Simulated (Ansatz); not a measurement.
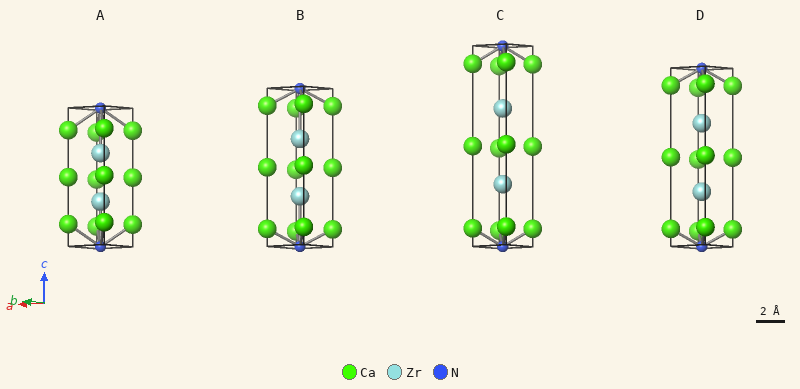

4 geometries from one relaxation of a crystal of Ca3Zr2N (a generated structure, set up in P4/mmm) (coarse preliminary run), in shuffled order. A ball-and-stick model of the cell of the calculation, seen from a free direction.

All numbers below come from DFT PBE, scalar-relativistic, plane waves, PAW in Ansatz. (plane-wave cutoff 420 eV; k-point mesh 6 × 6 × 2; occupations gaussian; smearing width 0.1 eV; no spin polarisation; cell and atoms relaxed; force threshold 0.04 eV/Å; at most 70 steps)

### Put them in the order of the run, from the start to the converged end.

A, B, D, C. They are steps 0, 4, 7, 15, at +6.086 eV per cell of the calculation, +1.435 eV per cell of the calculation, +0.513 eV per cell of the calculation relative to the last. After 13 accepted moves (15 points after the start) the energy has fallen by 6.086 eV per cell of the calculation. The largest force component goes from 5.7 to 0.021 eV/Å. The pressure goes from 19.62 to 0.12 GPa. The SCF was repeated twice at an unchanged geometry on a basis and grid sized afresh for the cell, which shifted the energy by 0.268 eV per cell of the calculation at most. The largest moves relative to the cell, 1.03 Å, are those of Ca atoms. Largest moves by element: Ca 1.03 Å, Zr 0.20 Å. N stays in place. The volume changes by +25.3 %, with a = b 3.323 → 3.091 Å (−7.0 %), c 10.061 → 14.575 Å (+44.9 %). Some distances before and after: Ca–Ca 3.411 → 5.973 Å, N–Zr 3.268 → 4.539 Å, Ca–Zr 2.871 → 3.895 Å, Ca–Ca 3.238 → 2.628 Å. Among the angles between lasting bonds that change: N–Ca–N 110.9° → 118.0°, N–Ca–N 71.2° → 74.6°. The space group stays P4/mmm (No. 123). The run took 38 s on 1 thread of AMD EPYC 9R45 96-Core Processor (Zen 5) (shared host), peak memory 0.48 GiB.
